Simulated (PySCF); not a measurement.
# Run report: C5H12Si2, NMR shielding calculation

C5H12Si2, SMILES C1[SiH2]C(C2CC2)[SiH2]1, computed with GIAO PBE0/pcSseg-1 NMR shielding, non-relativistic, gas phase (PySCF 2.14.0).

The geometry comes from this level: GFN2-xTB, MD frame at 625 fs, 300 K. It belongs to a series of runs on one base structure; here: MD frame at 625 fs, 300 K. Figures and captions count atoms from 1; the log counts them from 0 in places.

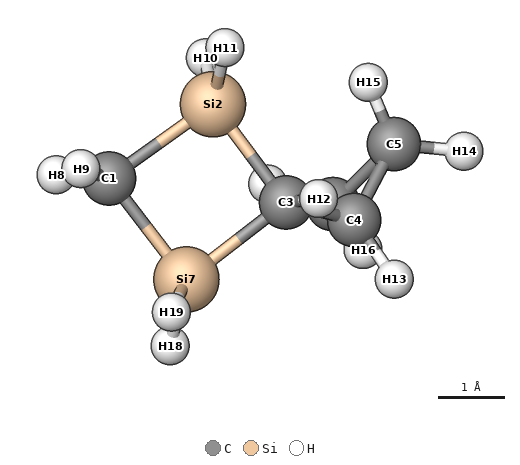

The structure as given in the input (ball-and-stick view, seen at a tilt; atoms are numbered from 1 in the order of the input).

Results in brief:

| quantity | value |
| --- | --- |
| outcome | converged |
| total energy | −776.148433 hartree |
| HOMO | −7.11 eV |
| LUMO | −0.08 eV |
| dipole moment | 0.96 D |
| isotropic shielding, C | 166.6 to 195.0 ppm |
| isotropic shielding, Si | 385.7 to 390.7 ppm |
| isotropic shielding, H | 25.4 to 32.5 ppm |
| hardware | 1 CPU thread, shared host |
| wall time | 28 s |
| peak memory | 0.91 GiB |

Input file:
```
{"job": {"kind": "nmr", "xc": "PBE0", "basis": "pcSseg-1", "pop": false}, "charge": 0, "multiplicity": 1}
C     -2.042400    -0.311200    -0.350500
Si    -0.860100     1.037000     0.432000
C      0.176400    -0.296400     1.232200
C      1.673100    -0.350500     1.026500
C      2.410000     0.923600     0.789400
C      2.267800    -0.060000    -0.334800
Si    -0.824600    -1.663900     0.328400
H     -2.231500    -0.317400    -1.434000
H     -2.996700    -0.284600     0.163900
H     -0.276800     1.803900    -0.683100
H     -1.529800     1.843000     1.411300
H     -0.043400    -0.233800     2.316900
H      2.128500    -1.175100     1.632900
H      3.432000     0.980700     1.217200
H      1.822500     1.785400     0.706800
H      3.146300    -0.638000    -0.582500
H      1.619000     0.125800    -1.178900
H     -0.231600    -2.629700    -0.625000
H     -1.799200    -2.280600     1.344400
```

The first line tells a small driver script what to run in PySCF; the rest is the geometry in Å.

Run as:
```bash
OMP_NUM_THREADS=1 python <driver script> task.json out
```

Log:
```
coarse grid: 16120 points
cycle   1  E = -776.0342555230  dE =  7.349e-01  |g| = 5.166e-01  |ddm| = 3.902e+00
cycle   2  E = -775.9877735752  dE =  4.648e-02  |g| = 6.552e-01  |ddm| = 1.217e+00
cycle   3  E = -776.1060816652  dE = -1.183e-01  |g| = 4.847e-02  |ddm| = 7.861e-01
cycle   4  E = -776.1065701626  dE = -4.885e-04  |g| = 2.501e-02  |ddm| = 8.818e-02
cycle   5  E = -776.1067235819  dE = -1.534e-04  |g| = 5.564e-03  |ddm| = 2.921e-02
cycle   6  E = -776.1067302377  dE = -6.656e-06  |g| = 1.494e-03  |ddm| = 6.588e-03
final grid: 144360 points
cycle   7  E = -776.1484160988  dE = -4.097e-05  |g| = 8.060e-03  |ddm| = 3.345e-02
cycle   8  E = -776.1484055080  dE =  1.059e-05  |g| = 1.024e-02  |ddm| = 1.863e-02
cycle   9  E = -776.1484331526  dE = -2.764e-05  |g| = 5.633e-04  |ddm| = 1.057e-02
cycle  10  E = -776.1484332094  dE = -5.679e-08  |g| = 2.507e-04  |ddm| = 7.856e-04
cycle  11  E = -776.1484332249  dE = -1.552e-08  |g| = 4.939e-05  |ddm| = 2.742e-04
cycle  12  E = -776.1484332255  dE = -5.448e-10  |g| = 1.090e-05  |ddm| = 8.068e-05
```

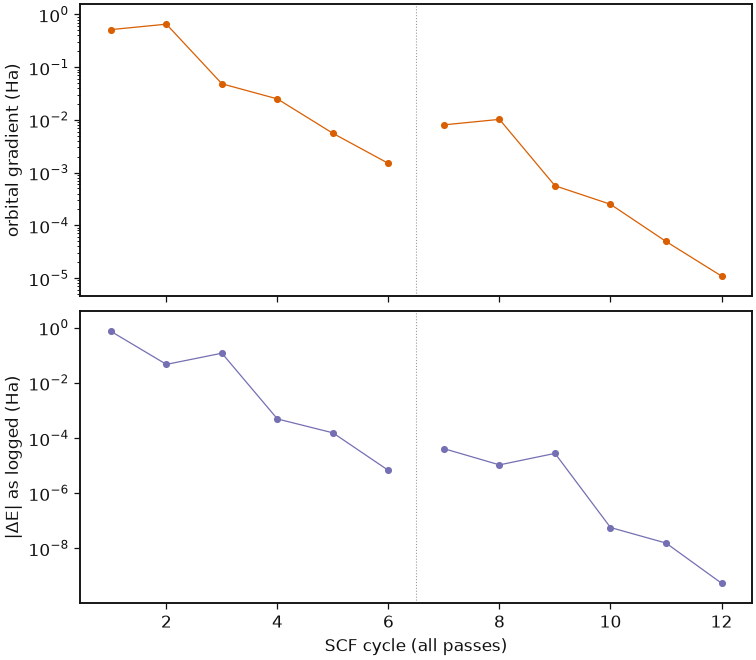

Convergence of the self-consistent field: orbital gradient and size of the energy change against the SCF cycle. The dotted line marks the change from a coarse to the final integration grid. The first 6 cycles use a coarse grid, the final grid takes over at cycle 7, and the field converges after 12 cycles in all.

```
converged SCF energy = -776.1484332255

GIAO shielding tensors (ppm)
atom      isotropic    diamagn.    paramagn.     s11        s22        s33       span
  0 C      195.026     258.901     -63.875    187.236    197.448    200.395     13.159
  1 Si     390.660     881.773    -491.113    339.408    394.576    437.995     98.587
  2 C      166.634     258.543     -91.909    144.894    166.661    188.348     43.454
  3 C      173.028     247.490     -74.462    138.942    163.950    216.194     77.252
  4 C      176.037     254.915     -78.878    150.147    170.454    207.508     57.361
  5 C      182.158     250.642     -68.484    154.342    174.939    217.194     62.851
  6 Si     385.657     879.982    -494.325    331.742    384.039    441.190    109.448
  7 H       31.254      31.444      -0.190     26.695     28.095     38.973     12.278
  8 H       31.149      31.360      -0.211     26.968     28.030     38.450     11.482
  9 H       26.698      30.247      -3.549     22.651     27.075     30.368      7.716
 10 H       27.315      31.023      -3.708     23.209     25.285     33.452     10.242
 11 H       29.270      31.998      -2.728     24.511     28.899     34.401      9.890
 12 H       29.850      30.185      -0.335     22.235     27.892     39.424     17.189
 13 H       30.295      28.823       1.471     24.188     25.754     40.942     16.754
 14 H       32.515      32.593      -0.079     26.054     31.859     39.632     13.578
 15 H       31.429      30.152       1.277     25.275     26.854     42.158     16.883
 16 H       31.406      31.890      -0.484     25.734     30.014     38.469     12.735
 17 H       26.439      28.920      -2.481     22.877     24.959     31.482      8.605
 18 H       25.404      28.782      -3.378     21.797     23.926     30.490      8.693
```

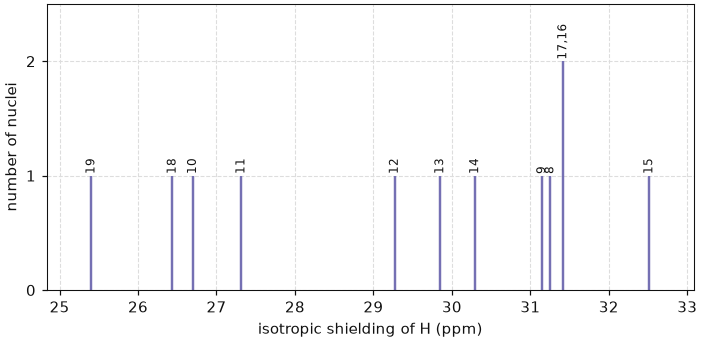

Isotropic shieldings of the hydrogen nuclei in this fixed geometry, labelled by atom number; shielding grows to the right, so chemical shift grows to the left. The least shielded is H19 (25.4 ppm), the most shielded H15 (32.5 ppm).
